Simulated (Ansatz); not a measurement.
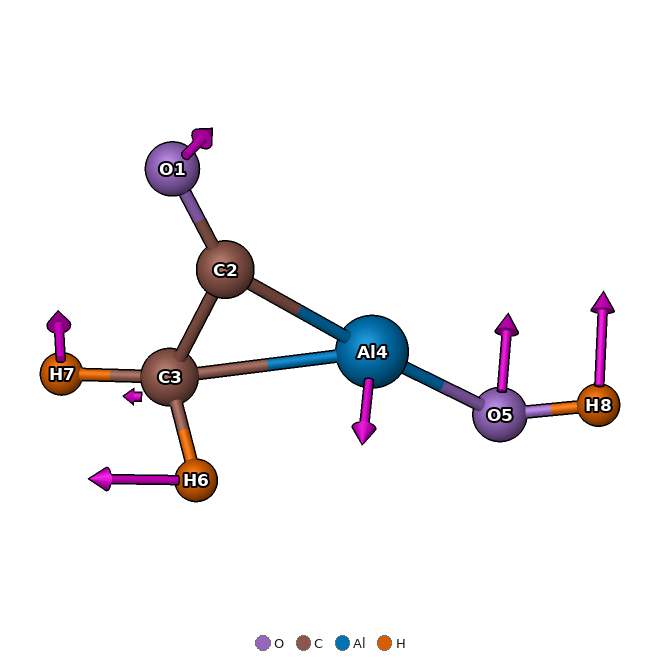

The arrows show one normal mode. Harmonic vibrations computed with RKS PBE0-D4/def2-TZVP (Ansatz 0.2.0) at a stationary point of the same level.

Estimate its harmonic wavenumber.

Answer. 90 cm⁻¹; it is mode 1 of 18 counted from the lowest.
